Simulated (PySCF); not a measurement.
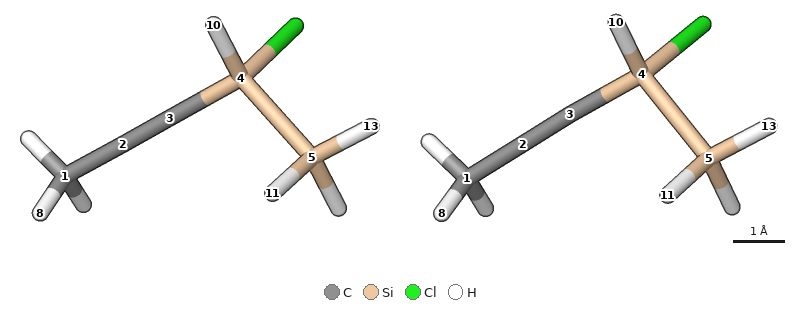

Two geometries of C3H7ClSi2, drawn at one scale. One is the start of a relaxation, the other its converged end. Style: stick. Shown at a tilt.

All numbers below come from PySCF 2.14.0, density-fitted response routines, PBE0-D3(BJ)/def2-SVP geometry optimisation, gas phase. 

Which of the two is the end point?

Answer. The right one is the relaxed one. The start comes from GFN2-xTB. Its atoms were then displaced at random by about 0.01 Å. After 5 geometry steps the energy has fallen by 3.02 kcal/mol. The largest move after the best rigid fit is that of an H atom, 0.19 Å. By element the largest moves are H 0.19 Å, Cl 0.16 Å, C 0.08 Å, Si 0.07 Å. Near-neighbour distances that change, for instance: H–Si 1.452 → 1.494 Å, C–H 1.067 → 1.101 Å, Cl–Si 2.047 → 2.082 Å, C–Si 1.795 → 1.818 Å. Bond angles that change, for instance: Si–Si–H 112.9° → 108.6°, Si–Si–H 114.0° → 110.4°, H–Si–H 106.1° → 109.2°.
